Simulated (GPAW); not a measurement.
Consider CSO (Cm).

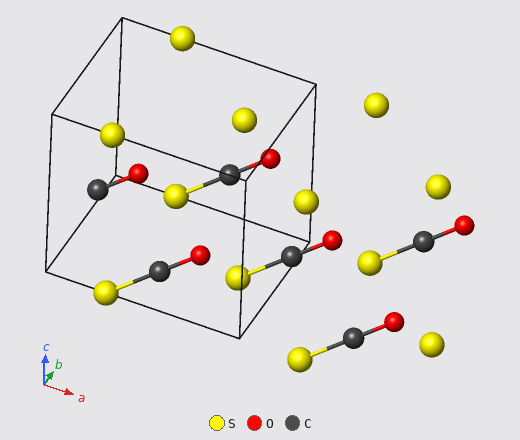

The structure (sulfur yellow, oxygen red, carbon dark grey). Bonds to atoms that aren't drawn are left out. 2×1×1 conventional cells are drawn. Some periodic images of atoms are drawn too.

```xyz
3
Lattice="2.6007 -3.6279 0.0000 2.6007 3.6279 0.0000 -0.9310 0.0000 4.1416" Properties=species:S:1:pos:R:3 pbc="T T T"
S     0.6916    0.0000    4.1354
O     3.6703    0.0000    1.8075
C     2.7876    0.0000    1.0286
```

Absorber: atom 2, with 1 C at 1.18 Å (terminal, site symmetry m). Method: GPAW, LDA, full core hole (charged cell), 12-atom cell with 6.5 Å between holes, 4×4×4 k points, dipole transitions, Gaussian full width 0.9 eV up to 4 eV, rising linearly to 3.5 eV at 25 eV.

**Question.** What does the O K edge look like?

Main maxima up to 24 eV above the zero (height): 0.0 eV (6.42), 2.7 eV (1.86) and 10.5 eV (1.25). A K edge sees empty p states on the absorber. The total-energy difference plus the lowest empty eigenvalue puts the zero at 536.57 eV. One term is added: -8.83 eV, since the hole is spin-paired here and a spin-polarised one costs that much less in the free atom (computed apart). The photon energy is then 527.74 eV. The functional and the charged cell's background leave an error in such absolute values: in the free atom LDA prices this hole 4.1 eV below PBE (computed apart), and PBE is itself good to a few eV.

The O K spectrum (energy from the lowest empty level; intensity scaled to a mean of 1 over the first 20 eV; polarised curves are means over the symmetry-equivalent atoms):

```
E (eV)  isotropic  ε ∥ x  ε ∥ y  ε ∥ z
  -2.0       0.00   0.00   0.00   0.00
  -0.5       2.49   1.61   3.80   2.05
   1.0       0.25   0.17   0.37   0.22
   2.5       1.65   2.76   0.01   2.18
   4.0       0.31   0.53   0.06   0.34
   5.5       0.40   0.47   0.17   0.56
   7.0       0.68   0.72   0.58   0.76
   8.5       0.85   1.27   0.33   0.96
  10.0       1.19   1.60   0.76   1.22
  11.5       1.18   1.44   0.84   1.27
  13.0       1.16   1.22   0.97   1.30
  14.5       1.15   1.18   0.88   1.39
  16.0       1.05   1.32   0.78   1.07
  17.5       1.04   1.37   0.68   1.06
  19.0       0.88   1.07   0.61   0.96
  20.5       0.84   0.93   0.66   0.94
  22.0       0.87   0.92   0.74   0.96
  23.5       0.86   0.90   0.82   0.87
  25.0       0.82   0.87   0.81   0.79
  26.5       0.83   0.87   0.82   0.82
  28.0       0.89   0.91   0.85   0.91
  29.5       0.95   1.02   0.82   1.00
  31.0       0.91   1.06   0.71   0.95
```

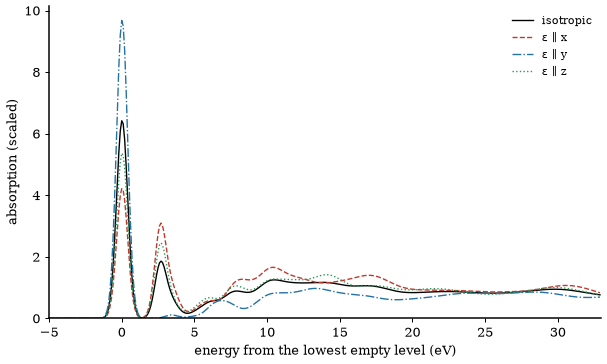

The O K edge.

The mesh is coarse (0.29 Å⁻¹ between points), so small maxima may be mesh ripples. The structure is a computed Materials Project entry and may be a hypothetical form.

[Banner, clock and machine lines of the logs are left out without a mark of their own.]

[Logs are printed without paths, hosts, clocks, repeated set-up lines and the standing remarks that a program may print on its own settings, such as how far it seeks lower states.]

[Hosts, paths, dates, database ids (printed as entryN), source tags and the programs' standing remarks are cut or masked in the printed files.]

[Lists of maxima count a maximum above −3 eV only where it reaches 4 % of the highest in the window and stands out from its surroundings by 2 % of it (1.5 % where it reaches 55 %); shoulders and weaker maxima are passed over, and of the rest the first, up to two pre-edge ones and the few strongest are named.]
